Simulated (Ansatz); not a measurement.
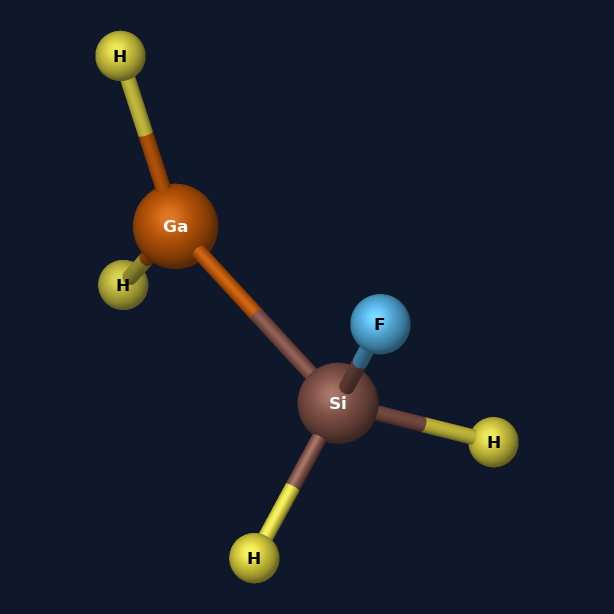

Rendered structure (ball-and-stick style).

The geometry was computed by an optimisation with PBE0-D4/def2-TZVP.

Describe the molecule.

It has 7 atoms: 1 fluorine, 1 gallium, 4 hydrogen and 1 silicon (FGaH4Si). As SMILES it reads `F[SiH2][GaH2]`. Among its groups: Si–H bond. This geometry has Cs symmetry. Coordination: 1 Si tetrahedral; 1 Ga trigonal planar.

The parts below concern this one geometry. Atoms keep their numbers from picture to picture.

### Shape

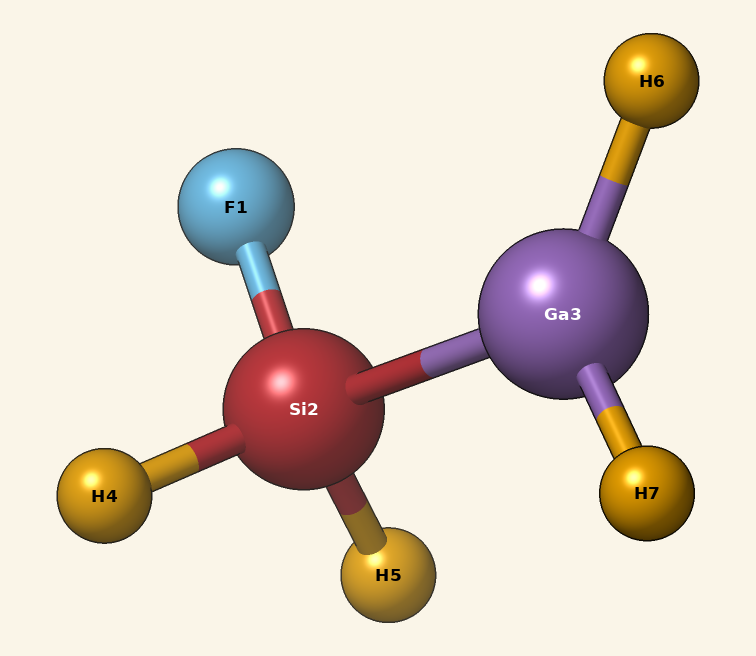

The atoms are numbered.

Estimate the angles F1–Si2–Ga3, F1–Si2–H4, Ga3–Si2–H4, H4–Si2–H5, Si2–Ga3–H6, Si2–Ga3–H7, H6–Ga3–H7.

| angle | degrees |
| --- | --- |
| F1–Si2–Ga3 | 111.9 |
| F1–Si2–H4 | 107.1 |
| Ga3–Si2–H4 | 111.5 |
| H4–Si2–H5 | 107.4 |
| Si2–Ga3–H6 | 122.6 |
| Si2–Ga3–H7 | 118.5 |
| H6–Ga3–H7 | 118.9 |

### Vibrations

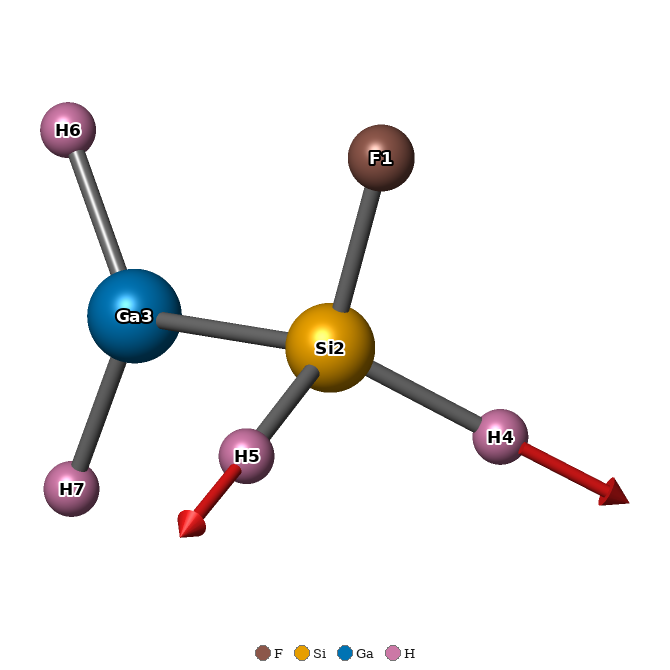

The arrows show one normal mode. Harmonic vibrations computed with RKS PBE0-D4/def2-TZVP (Ansatz 0.2.0) at a stationary point of the same level.

**What kind of motion is it?**

Mostly in-phase stretching of 2 Si–H bonds.

**Estimate its harmonic wavenumber.**

2197 cm⁻¹; it is mode 14 of 15 counted from the lowest.

### Thermal motion

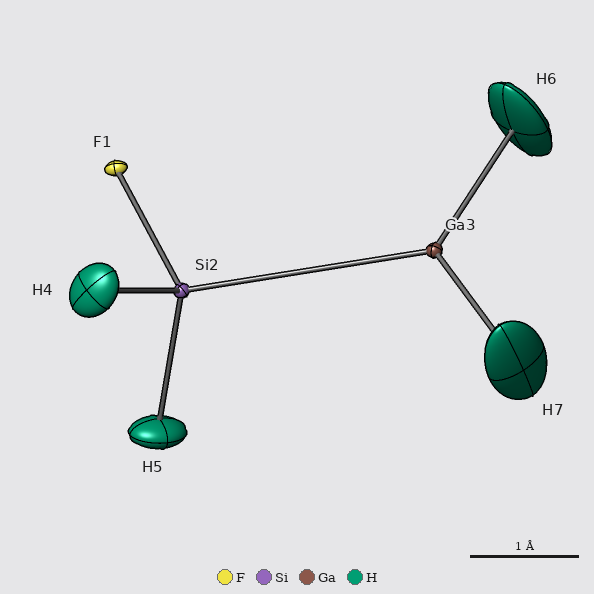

Displacement ellipsoids at the 50 % level, from the internal vibrations of the free molecule (harmonic, no overall translation or rotation; no half-axis is drawn under 0.075 Å). Vibrations computed with RKS PBE0-D4/def2-TZVP (Ansatz 0.2.0). Temperature: 100 K.

List U_eq and the three principal root-mean-square amplitudes for each kind of atom.

| atom | U_eq (Å²) | rms amplitudes (Å) |
| --- | --- | --- |
| F1 | 0.0021 | 0.025, 0.030, 0.069 |
| Si2 | 0.00098 | 0.025, 0.029, 0.039 |
| Ga3 | 0.00019 | 0.005, 0.008, 0.022 |
| H4, H5 | 0.0208 | 0.090, 0.146, 0.182 |
| H6 | 0.0630 | 0.092, 0.200, 0.375 |
| H7 | 0.0631 | 0.093, 0.192, 0.379 |

### Electronic properties

Level of theory: RKS BHLYP-D4/def2-TZVPP (Ansatz 0.2.0).

**Give the HOMO energy (Kohn–Sham orbital) at this level.**

−8.72 eV.

**Give the HOMO–LUMO gap at this level.**

7.17 eV.

**Estimate the dispersion correction.**

−16.9 kJ/mol.
